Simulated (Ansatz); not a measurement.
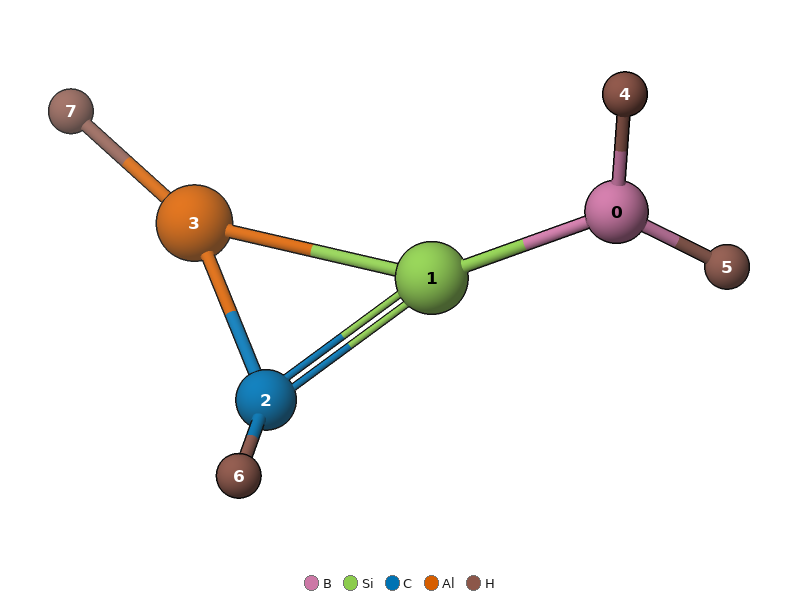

The picture shows the input geometry. Atoms are numbered from 0, in the order of the input.

Ansatz 0.2.0 input:

```yaml
crystal:
  periodic: [false, false, false]
  atoms:
    - {symbol: B, position_ang: [-0.491280, 2.059540, -0.312390]}
    - {symbol: Si, position_ang: [0.187970, 0.319550, -0.027740]}
    - {symbol: C, position_ang: [1.155420, -1.059870, 0.798980]}
    - {symbol: Al, position_ang: [-0.019060, -2.083240, -0.348400]}
    - {symbol: H, position_ang: [-1.660090, 2.218710, -0.341800]}
    - {symbol: H, position_ang: [0.180200, 2.918950, -0.758970]}
    - {symbol: H, position_ang: [1.445260, -0.964710, 1.850790]}
    - {symbol: H, position_ang: [-0.798430, -3.408940, -0.860470]}
basis:
  gaussian: {orbitals: 6-31G}
hamiltonian: {xc: {name: CAM-B3LYP}, dispersion: d4}
md: {n_steps: 40, timestep: 0.25, temperature: 1000, ensemble: nvt_langevin, seed: 419, friction: 0.05, initial_velocities: maxwell_boltzmann}
```

It was started with:

```sh
ansatz run in.yaml --threads 2 --pin off --events-out ev --progress --plain --max-ram 3481MiB
```

What the program printed (its end):

```
mean field -16245.05955225 eV, -596.9949272482 hartree, gradient 3.8e-5 eV, S^2 0.000000; 0 other end points of the search recorded, 0 dependent functions left out
the calculation of the forces begins
reference -16245.05968348 eV, -596.9949320708 hartree; 21, 21 occupied and 31, 31 virtual orbitals, 694 factors
694 factors; integrals over basis functions are off by at most 2.7e-4 eV
305 factors; integrals over basis functions are off by at most 9.8e-7 eV
mean field -16245.05955225 eV, -596.9949272482 hartree, gradient 3.8e-5 eV, S^2 0.000000; 1 other end points of the search recorded, 0 dependent functions left out
the calculation of the forces begins
reference -16245.05968348 eV, -596.9949320708 hartree; 21, 21 occupied and 31, 31 virtual orbitals, 694 factors
md step    40: t =    10.00 fs  T =   975.4 K  F+E_penalty+E_count = -16245.21789793 eV  E_kin = 1.008662 eV  (28 SCF iters, 3 dispersion substeps)
Total energy: -16245.21802916 eV, -597.0007511675 hartree
Atom 0 at    -0.476972     2.080557    -0.272268 Å, force    -2.557787    -0.416914    -0.488355 eV/Å
Atom 1 at     0.127964     0.251517    -0.011621 Å, force    -0.587553    -0.309995    -0.088467 eV/Å
Atom 2 at     1.101672    -0.998576     0.764999 Å, force     1.788419    -0.352102     2.729183 eV/Å
Atom 3 at     0.052118    -2.087826    -0.380599 Å, force    -0.258254    -0.271138     0.812733 eV/Å
Atom 4 at    -1.793761     2.332359    -0.281539 Å, force     2.709200    -0.096571     0.266261 eV/Å
Atom 5 at     0.354757     2.580290    -0.925555 Å, force     0.033423     1.150804    -0.263784 eV/Å
Atom 6 at     1.744583    -0.996564     1.763771 Å, force    -1.394310    -0.002399    -2.416824 eV/Å
Atom 7 at    -0.666703    -3.533429    -0.249040 Å, force     0.266862     0.298315    -0.550748 eV/Å
Dipole moment:    -0.000040     0.011550    -0.078529 e Å
```

Self-consistency was reached.
